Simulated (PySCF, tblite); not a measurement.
# C5H10B2N2: geometry, infrared bands and NMR shifts

What infrared bands and NMR shifts should C5H10B2N2 (`C#CB(N)NBC1CC1`) show?

The runs use tblite 0.8.0 and PySCF 2.14.0, with density-fitted response routines of our own; the level of theory stands in each step. All values are computed, except where a source is named. Atoms are numbered from 0 throughout.

### Step 1. The starting structure

19 atoms, charge 0, multiplicity 1; geometry from: force field or distance geometry start.

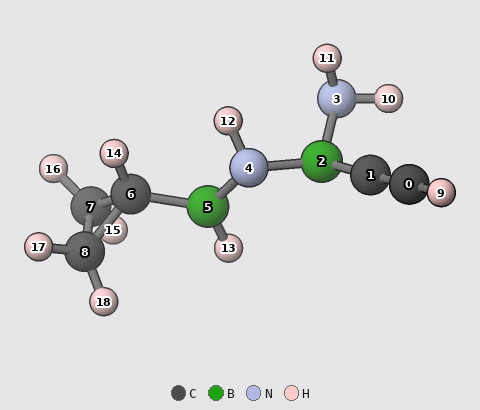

The starting geometry (carbon dark grey, boron green, nitrogen light blue, hydrogen pink), atoms numbered.

### Step 2. Relaxing the molecule with GFN2-xTB

What the job is given:

```
{"job": {"kind": "relax", "xc": "GFN2-xTB", "basis": "xTB"}, "charge": 0, "multiplicity": 1}
C      3.902700    -2.084100     0.171700
C      3.027900    -1.271000    -0.133200
B      1.951700    -0.230000    -0.482600
N      2.518500     1.170400    -0.833500
N      0.770400    -0.195000     0.521100
B     -0.581700    -0.162200    -0.144100
C     -1.772500     0.370500     0.781200
C     -2.957400     0.979400     0.071300
C     -3.090100    -0.358100     0.781700
H      4.630100    -2.784000     0.450700
H      3.384800     0.964700    -1.409700
H      2.909400     1.571700     0.077000
H      0.847900     0.664700     1.120600
H     -0.805000    -0.623100    -1.200200
H     -1.493000     0.802600     1.780500
H     -3.048800     0.913600    -1.021000
H     -3.329300     1.907800     0.548100
H     -3.660400    -0.349500     1.740000
H     -3.215100    -1.279000     0.203200
```

Run with:

```bash
$ OMP_NUM_THREADS=1 python probes_run.py task.json out
```

One launch serves the whole session: the jobs run in the order shown.

Output:

```text
step      E/eV     max force
  0    -653.20542    3.704
  1    -653.71269    6.665
  2    -654.14521    3.336
  3    -654.43974    1.163
  4    -654.52642    0.777
  5    -654.60077    0.766
  6    -654.66310    0.750
  7    -654.75120    0.955
  8    -654.82458    0.804
  9    -654.90086    0.692
 10    -654.95783    0.620
 11    -655.00929    0.630
 12    -655.05748    0.955
 13    -655.06751    1.642
 14    -655.12454    1.175
 15    -655.15515    0.612
 16    -655.18711    0.418
 17    -655.24538    0.555
 18    -655.27203    0.628
 19    -655.30553    0.468
 20    -655.32553    0.505
 21    -655.34278    0.438
 22    -655.36212    0.354
 23    -655.37559    0.284
 24    -655.38266    0.264
 25    -655.38869    0.295
 26    -655.39644    0.233
 27    -655.40723    0.216
 28    -655.41329    0.182
 29    -655.41954    0.140
 30    -655.42424    0.164
 31    -655.42945    0.181
 32    -655.43399    0.158
 33    -655.43685    0.175
 34    -655.43873    0.145
 35    -655.44037    0.118
 36    -655.44313    0.116
 37    -655.44524    0.144
 38    -655.44737    0.127
 39    -655.44925    0.093
 40    -655.45169    0.139
 41    -655.45511    0.151
 42    -655.46015    0.172
 43    -655.46699    0.198
 44    -655.47533    0.207
 45    -655.48453    0.241
 46    -655.49412    0.322
 47    -655.50083    0.448
 48    -655.51161    0.247
 49    -655.52105    0.293
 50    -655.53112    0.323
 51    -655.53887    0.333
 52    -655.55195    0.303
 53    -655.56579    0.209
 54    -655.57574    0.218
 55    -655.58205    0.270
 56    -655.58359    0.562
 57    -655.58777    0.310
 58    -655.59468    0.418
 59    -655.59981    0.186
 60    -655.61020    0.393
 61    -655.61673    0.354
 62    -655.62469    0.254
 63    -655.62934    0.148
 64    -655.63251    0.219
 65    -655.63531    0.143
 66    -655.63843    0.218
 67    -655.64153    0.173
 68    -655.64371    0.174
 69    -655.64622    0.113
 70    -655.64845    0.092
 71    -655.65018    0.099
 72    -655.65241    0.101
 73    -655.65445    0.119
 74    -655.65633    0.100
 75    -655.65837    0.105
 76    -655.66059    0.105
 77    -655.66231    0.085
 78    -655.66327    0.072
 79    -655.66382    0.080
 80    -655.66441    0.080
 81    -655.66525    0.081
 82    -655.66637    0.120
 83    -655.66774    0.135
 84    -655.66926    0.131
 85    -655.67066    0.129
 86    -655.67174    0.139
 87    -655.67271    0.115
 88    -655.67393    0.112
 89    -655.67573    0.121
 90    -655.67810    0.168
 91    -655.68054    0.207
 92    -655.68256    0.175
 93    -655.68385    0.125
 94    -655.68480    0.070
 95    -655.68576    0.073
 96    -655.68664    0.145
 97    -655.68727    0.049
 98    -655.68770    0.078
 99    -655.68808    0.060
100    -655.68845    0.036
101    -655.68878    0.050
102    -655.68919    0.057
103    -655.68961    0.060
104    -655.69005    0.046
105    -655.69056    0.058
106    -655.69123    0.067
107    -655.69224    0.073
108    -655.69368    0.083
109    -655.69540    0.098
110    -655.69684    0.085
111    -655.69793    0.094
112    -655.69891    0.097
113    -655.70015    0.083
114    -655.70156    0.099
115    -655.70292    0.113
116    -655.70460    0.124
117    -655.70636    0.105
118    -655.70772    0.087
119    -655.70866    0.074
120    -655.70952    0.093
121    -655.71069    0.077
122    -655.71219    0.116
123    -655.71474    0.119
124    -655.71765    0.125
125    -655.71949    0.109
126    -655.72032    0.180
127    -655.72221    0.193
128    -655.72339    0.083
129    -655.72529    0.098
130    -655.72774    0.116
131    -655.72982    0.105
132    -655.73260    0.088
133    -655.73417    0.103
134    -655.73515    0.100
135    -655.73580    0.124
136    -655.73656    0.133
137    -655.73736    0.108
138    -655.73886    0.075
139    -655.74008    0.085
140    -655.74138    0.090
141    -655.74287    0.103
142    -655.74487    0.111
143    -655.74735    0.125
144    -655.74957    0.128
145    -655.75106    0.217
146    -655.75176    0.073
147    -655.75154    0.149
148    -655.75254    0.065
149    -655.75284    0.032
150    -655.75350    0.046
151    -655.75425    0.082
152    -655.75467    0.087
153    -655.75530    0.101
154    -655.75592    0.054
155    -655.75646    0.056
156    -655.75693    0.058
157    -655.75739    0.059
158    -655.75788    0.043
159    -655.75825    0.060
160    -655.75846    0.041
161    -655.75861    0.026
162    -655.75870    0.027
163    -655.75878    0.031
164    -655.75887    0.032
165    -655.75897    0.030
166    -655.75907    0.019
167    -655.75917    0.029
168    -655.75932    0.040
169    -655.75952    0.044
170    -655.75981    0.057
171    -655.76014    0.058
172    -655.76047    0.039
173    -655.76079    0.041
174    -655.76116    0.053
175    -655.76156    0.068
176    -655.76204    0.078
177    -655.76251    0.076
178    -655.76301    0.055
179    -655.76329    0.043
180    -655.76349    0.032
181    -655.76360    0.020
182    -655.76367    0.019
183    -655.76371    0.013
184    -655.76374    0.010
185    -655.76376    0.012
186    -655.76378    0.013
187    -655.76380    0.011
188    -655.76384    0.013
189    -655.76387    0.011
190    -655.76389    0.010
```

Wall time 2.3 s (1 thread of Arm Neoverse N1, shared host).

Step by step: (not every step is listed)

```tsv
step	energy from step 0 (eV)	largest force (eV/Å)
0	0.0000	3.7042
1	-0.5073	6.6653
2	-0.9398	3.3365
3	-1.2343	1.1626
4	-1.3210	0.7771
5	-1.3954	0.7659
6	-1.4577	0.7505
7	-1.5458	0.9555
8	-1.6192	0.8039
25	-2.1833	0.2947
42	-2.2547	0.1722
59	-2.3944	0.1859
76	-2.4552	0.1051
93	-2.4784	0.1252
110	-2.4914	0.0852
127	-2.5168	0.1926
144	-2.5441	0.1276
161	-2.5532	0.0262
178	-2.5576	0.0546
185	-2.5583	0.0117
186	-2.5584	0.0132
187	-2.5584	0.0114
188	-2.5584	0.0128
189	-2.5584	0.0108
190	-2.5585	0.0097
```

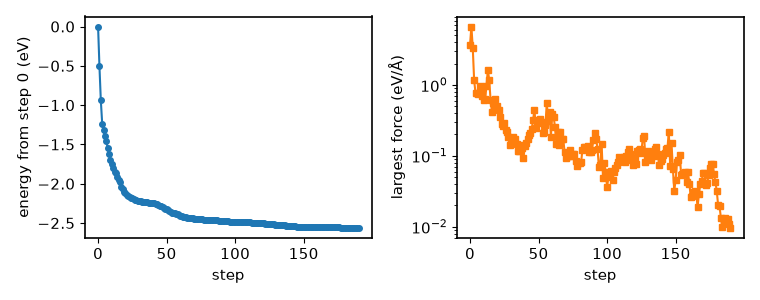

Energy and force, step by step.

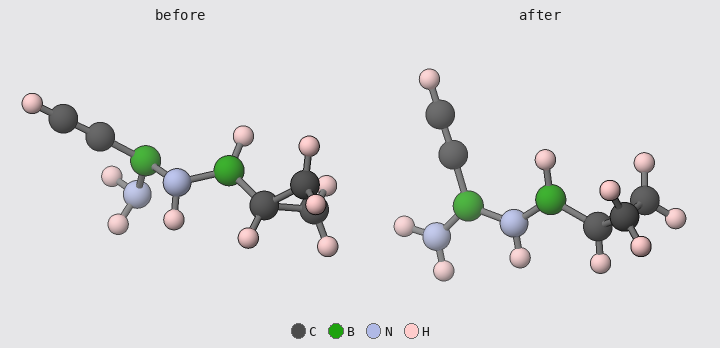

The geometry before (left) and after (right).

Close pairs (by a distance rule), those that changed most:

```tsv
bond	before (Å)	after (Å)	change (Å)
B2–N3	1.551	1.399	-0.152
B2–N4	1.551	1.436	-0.114
N4–B5	1.507	1.401	-0.106
N3–H11	1.069	1.005	-0.064
N3–H10	1.061	1.004	-0.056
N4–H12	1.051	1.012	-0.039
B5–C6	1.599	1.562	-0.038
C6–H14	1.124	1.088	-0.036
```

The next job starts from the end point, and lists it.

### Step 3. Harmonic vibrations with GFN2-xTB

What the job is given:

```
{"job": {"kind": "ir", "xc": "GFN2-xTB", "basis": "xTB"}, "charge": 0, "multiplicity": 1}
C      2.835534    -2.222266    -0.930901
C      2.521628    -1.137941    -0.517475
B      2.171166     0.253370    -0.001394
N      3.202313     1.177946     0.195825
N      0.813636     0.631463     0.276346
B     -0.362823    -0.121520     0.167064
C     -1.734759     0.536129     0.518759
C     -2.988865     0.138504    -0.230740
C     -2.825539    -0.274250     1.186709
H      3.092629    -3.175953    -1.292987
H      4.167343     0.966885     0.014959
H      3.056901     2.114319     0.532000
H      0.707930     1.586296     0.595383
H     -0.293387    -1.236027    -0.188364
H     -1.722355     1.580372     0.824320
H     -2.895440    -0.617108    -0.995757
H     -3.707194     0.909903    -0.467508
H     -3.426927     0.212231     1.940900
H     -2.621594    -1.313104     1.395729
```

Output:

```text
mode    cm-1     km/mol
  1      38.9      0.70
  2      67.9      1.53
  3      73.7      0.04
  4     131.8      0.56
  5     150.9      0.81
  6     209.2      4.36
  7     263.6      0.05
  8     298.7      0.27
  9     301.6      0.12
 10     404.3      0.31
 11     485.2      1.49
 12     511.2    132.48
 13     521.1     18.73
 14     527.3     49.46
 15     680.0     15.15
 16     694.3     15.37
 17     713.0      0.13
 18     727.7    229.19
 19     798.2      0.60
 20     820.5      1.89
 21     833.2      8.93
 22     862.8     15.22
 23     866.5     15.43
 24     930.6      0.47
 25     993.8     31.50
 26    1058.6     21.30
 27    1062.5     69.39
 28    1064.9      0.89
 29    1093.6     11.17
 30    1121.7      0.10
 31    1167.4      0.01
 32    1198.0     93.22
 33    1259.0    139.90
 34    1268.1     30.82
 35    1317.8     93.98
 36    1370.6     34.94
 37    1413.9    964.12
 38    1442.4      0.71
 39    1487.1      6.97
 40    1533.1    123.22
 41    2227.0     22.43
 42    2627.2    127.50
 43    2991.1     67.04
 44    3073.6     23.75
 45    3079.4     46.05
 46    3090.8     25.84
 47    3103.9     80.63
 48    3359.7      3.15
 49    3401.9     13.97
 50    3498.7      4.06
 51    3546.6      2.64
```

Wall time 1.1 s (1 thread of Arm Neoverse N1, shared host).

The strongest bands and the atoms that carry them (share of the mass-weighted mode):

```tsv
cm⁻¹	km/mol	atoms
511	132.5	H11 77 %, N3 15 %
728	229.2	B5 27 %, H12 25 %, H13 22 %, N4 15 %
1198	93.2	B2 25 %, H12 24 %, B5 22 %, N4 11 %
1259	139.9	B2 35 %, H12 18 %, H14 13 %
1318	94.0	B2 33 %, B5 13 %, N4 11 %
1414	964.1	N4 34 %, B5 26 %, H12 13 %, B2 12 %
1533	123.2	H10 40 %, H11 40 %, N3 16 %
2627	127.5	H13 92 %
```

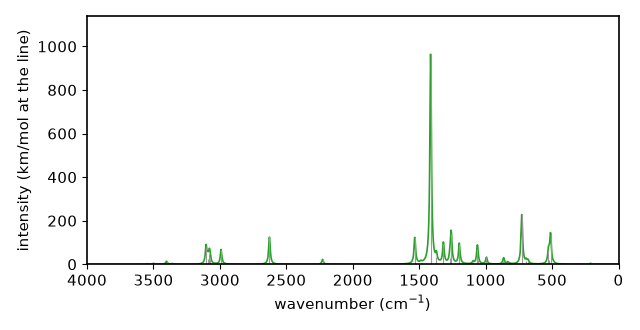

The infrared spectrum from these modes, unscaled. Lines are broadened to a width of 14 cm⁻¹ (Lorentzian).

### Step 4. NMR shieldings: PBE0/pcSseg-1

Same as in step 3 but for these lines:

```diff
@@ -1,2 +1,2 @@
-{"job": {"kind": "ir", "xc": "GFN2-xTB", "basis": "xTB"}, "charge": 0, "multiplicity": 1}
+{"job": {"kind": "nmr", "xc": "PBE0", "basis": "pcSseg-1"}, "charge": 0, "multiplicity": 1}
 C      2.835534    -2.222266    -0.930901
```

With the program's defaults for keys left out, this is: GIAO PBE0/pcSseg-1 NMR shielding, non-relativistic, gas phase.

Output:

```text
coarse grid: 15928 points
cycle   1  E = -355.1858295562  dE =  1.241e+00  |g| = 5.899e-01  |ddm| = 3.839e+00
cycle   2  E = -355.1625451060  dE =  2.328e-02  |g| = 6.854e-01  |ddm| = 1.092e+00
cycle   3  E = -355.2677399034  dE = -1.052e-01  |g| = 1.784e-01  |ddm| = 5.901e-01
cycle   4  E = -355.2752398818  dE = -7.500e-03  |g| = 5.472e-02  |ddm| = 1.473e-01
cycle   5  E = -355.2759064203  dE = -6.665e-04  |g| = 1.666e-02  |ddm| = 4.440e-02
cycle   6  E = -355.2759719486  dE = -6.553e-05  |g| = 3.435e-03  |ddm| = 1.508e-02
cycle   7  E = -355.2759743222  dE = -2.374e-06  |g| = 1.051e-03  |ddm| = 3.122e-03
final grid: 154160 points
cycle   8  E = -355.3220599196  dE = -5.098e-05  |g| = 1.037e-02  |ddm| = 3.907e-02
cycle   9  E = -355.3220498166  dE =  1.010e-05  |g| = 1.250e-02  |ddm| = 1.758e-02
cycle  10  E = -355.3220858821  dE = -3.607e-05  |g| = 8.574e-04  |ddm| = 9.105e-03
cycle  11  E = -355.3220860301  dE = -1.480e-07  |g| = 4.422e-04  |ddm| = 9.427e-04
cycle  12  E = -355.3220860700  dE = -3.996e-08  |g| = 1.918e-04  |ddm| = 4.006e-04
cycle  13  E = -355.3220860791  dE = -9.084e-09  |g| = 4.342e-05  |ddm| = 1.537e-04
cycle  14  E = -355.3220860795  dE = -3.996e-10  |g| = 1.289e-05  |ddm| = 3.468e-05
converged SCF energy = -355.3220860795

GIAO shielding tensors (ppm)
atom      isotropic    diamagn.    paramagn.     s11        s22        s33       span
  0 C       88.155     262.764    -174.608     12.820     15.196    236.450    223.630
  1 C       96.183     255.183    -158.999     -7.431      2.542    293.439    300.869
  2 B       79.223     192.588    -113.365     51.360     77.420    108.889     57.530
  3 N      179.752     314.739    -134.987    108.981    200.076    230.199    121.217
  4 N      111.239     322.931    -211.691     -7.403    135.842    205.279    212.682
  5 B       51.881     193.573    -141.691      5.691     43.402    106.550    100.859
  6 C      177.196     249.405     -72.209    135.499    167.870    228.219     92.721
  7 C      180.664     253.108     -72.444    153.011    178.112    210.869     57.857
  8 C      180.926     254.226     -73.300    153.605    178.387    210.787     57.182
  9 H       29.676      34.163      -4.487     24.738     25.361     38.929     14.191
 10 H       28.386      27.122       1.264     22.609     26.280     36.269     13.660
 11 H       28.877      30.219      -1.342     23.237     26.788     36.607     13.369
 12 H       26.345      35.052      -8.707     21.969     26.975     30.091      8.122
 13 H       26.682      33.956      -7.274     23.116     24.778     32.153      9.037
 14 H       31.909      33.151      -1.242     25.008     30.194     40.526     15.519
 15 H       31.148      31.980      -0.832     25.232     27.855     40.356     15.123
 16 H       31.017      30.302       0.715     25.266     26.792     40.992     15.726
 17 H       31.033      30.309       0.725     25.278     26.793     41.029     15.751
 18 H       31.158      31.939      -0.781     25.260     27.866     40.349     15.089
```

It took 80 s on 1 thread of Arm Neoverse N1, shared host; peak memory 0.8 GiB.

The references, computed at this level on geometries of the same kind, shield at (ppm): ¹H TMS 31.72, ¹³C TMS 186.9, ¹⁵N NH3 267.7, ¹¹B BF3·OEt2 100.1. Their shielding less the atom's gives the shift. The references are single molecules in the gas phase, so shifts against H2O, NH3, PH3, H3PO4 or CFCl3 are not on the usual liquid scales and can be off by tens of ppm. Atoms listed in one row are averaged.

```tsv
atoms	environment	σ (ppm)	δ (ppm)	δ scaled to CDCl3
C0	terminal alkyne carbon	88.2	98.8	94.5
C1	alkyne carbon	96.2	90.7	86.6
C6	three-membered-ring carbon	177.2	9.7	7.6
C7, C8	three-membered-ring carbon	180.8	6.1	4.1
H12	hydrogen on a nitrogen bonded to 2 B	26.34	5.37	–
H13	hydrogen on a boron bonded to C, N	26.68	5.03	–
H10, H11	hydrogen on a nitrogen bonded to B	28.63	3.09	–
H9	hydrogen on a terminal alkyne carbon	29.68	2.04	2.03
H16, H17	hydrogen on a three-membered-ring carbon	31.02	0.69	0.76
H15, H18	hydrogen on a three-membered-ring carbon	31.15	0.56	0.64
H14	hydrogen on a three-membered-ring carbon	31.91	-0.19	-0.08
B5	boron bonded to C, N, H	51.9	48.2	–
B2	boron bonded to C, 2 N	79.2	20.8	–
N4	nitrogen bonded to 2 B, H	111.2	156.5	–
N3	nitrogen bonded to B, 2 H	179.8	88.0	–
```

The scaled column applies a straight-line fit of computed shieldings to shifts measured in CDCl3 (root-mean-square error 0.16 ppm for H, 1.9 ppm for C).

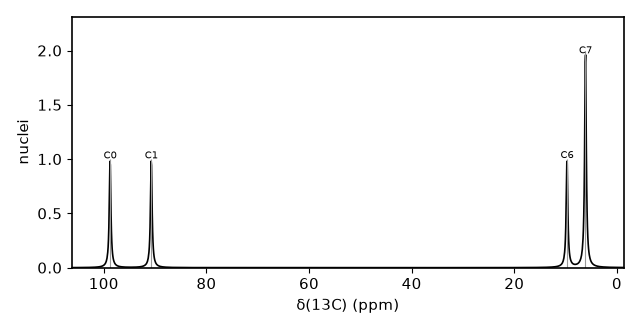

¹³C lines at the computed shifts, without couplings. Lines are broadened to a width of 0.37 ppm (Lorentzian).

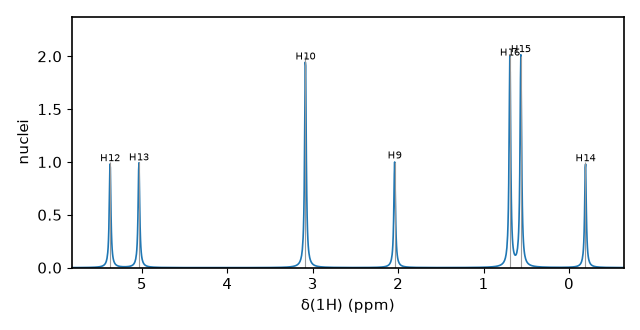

¹H lines at the computed shifts, without couplings. Lines are broadened to a width of 0.02 ppm (Lorentzian).

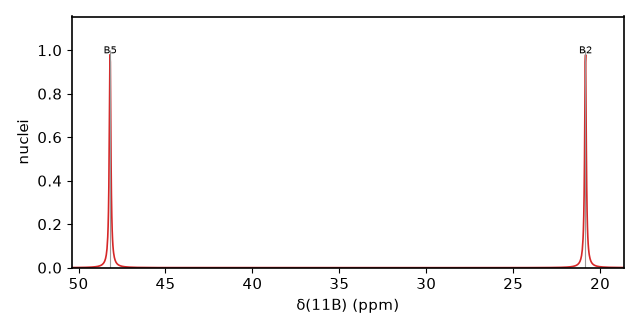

¹¹B lines at the computed shifts, without couplings. Lines are broadened to a width of 0.11 ppm (Lorentzian).

Charges from the same density, by scheme (e):

```tsv
atoms	Mulliken	IAO	Hirshfeld	ESP fit
C0	-0.27	-0.21	-0.10	-0.29
C1	-0.01	-0.14	-0.11	-0.32
B2	0.50	0.29	0.19	0.90
N3	-0.46	-0.56	-0.24	-1.14
N4	-0.51	-0.44	-0.22	-0.78
B5	0.43	0.15	0.14	0.35
C6	-0.48	-0.27	-0.12	-0.22
C7, C8	-0.21	-0.27	-0.09	-0.30
```

Mulliken charges:

C0 -0.27; C1 -0.01; B2 0.50; N3 -0.46; N4 -0.51; B5 0.43; C6 -0.48; C7 -0.21; C8 -0.21; H9 0.05; H10 0.20; H11 0.18; H12 0.18; H13 -0.01; H14 0.11; H15 0.13; H16 0.13; H17 0.13; H18 0.13

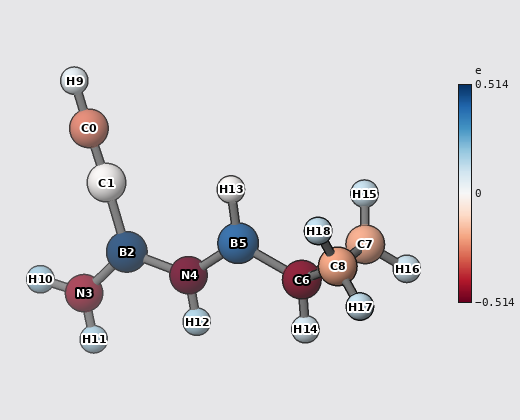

Mulliken charges, as colours on the atoms.

Mayer bond orders: C0–C1 2.54, C1–B2 0.94, B2–N3 1.30, B2–N4 1.10, N4–B5 1.23, B5–C6 0.93, C6–C7 0.94, C7–C8 0.99, C8–C6 0.94.

Ring of atoms C6, C7, C8: NICS(0) -44.2, NICS(1) -8.2, NICS(1)zz -24.3 ppm (means of both faces).

In rings of three or four atoms NICS is ruled by the nearby σ bonds, so it says little on aromaticity.

The fields below are evaluated on a grid from the run's orbitals.

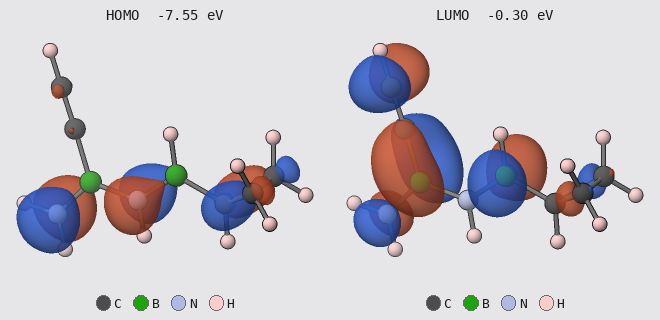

Frontier orbitals at PBE0/pcSseg-1; each surface holds 70 % of the orbital's density, blue and red mark the sign.

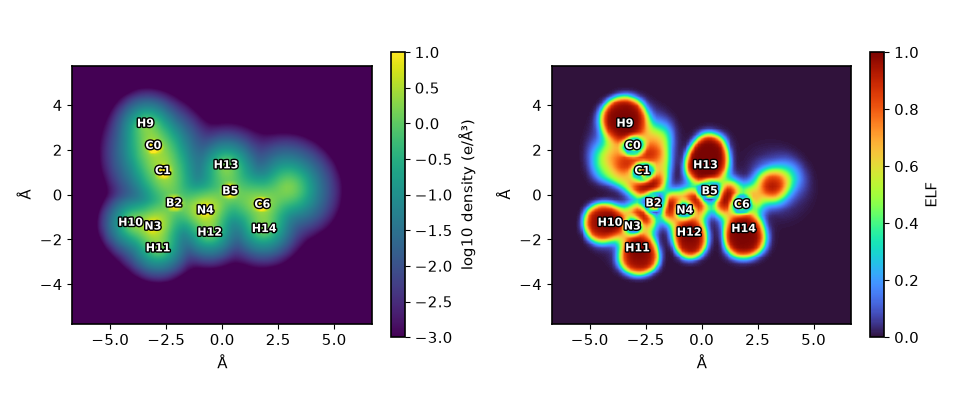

Density (left) and ELF (right) in a plane through or near 13 of the atoms.

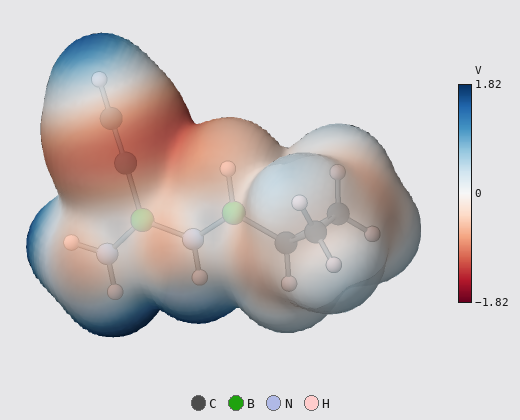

The potential that a unit positive charge feels on the 0.002 e/bohr³ surface, from -1.13 to 1.82 V.

### Step 5. Summary of results

| quantity | value |
| --- | --- |
| strongest single infrared mode (GFN2-xTB) | 1414 cm⁻¹, 964 km/mol |
| zero-point energy (GFN2-xTB) | 94.0 kcal/mol |
| ¹³C shifts against TMS (PBE0/pcSseg-1, means over atoms taken as alike) | 98.8, 90.7, 9.7, 6.1 ppm |
| ¹H shifts against TMS (PBE0/pcSseg-1, means over atoms taken as alike) | 5.37, 5.03, 3.09, 2.04, 0.69, 0.56, -0.19 ppm |
| ¹¹B shifts against BF3·OEt2 (PBE0/pcSseg-1) | 48.2, 20.8 ppm |
| ¹⁵N shifts against NH3 (PBE0/pcSseg-1) | 156.5, 88.0 ppm |
| surface potential, least and greatest | -1.13 V and 1.82 V |

Over 190 steps the energy fell by 2.558 eV; of the close pairs, B2–N3 changed most, 1.551 to 1.399 Å. All 51 modes are real, so the xTB geometry is a minimum. The strongest single mode, at 1414 cm⁻¹, is carried by N4, B5, H12, B2. Unscaled tight-binding wavenumbers are off by several per cent, some by more. Its intensities can rank the bands wrongly. At PBE0/pcSseg-1: Shielding is most anisotropic at C1 (span 301 ppm, paramagnetic term -159 ppm). By nearest atom (PBE0/pcSseg-1), the HOMO sits on N3 35 %; N4 24 % and the LUMO on B2 25 %; B5 17 %.
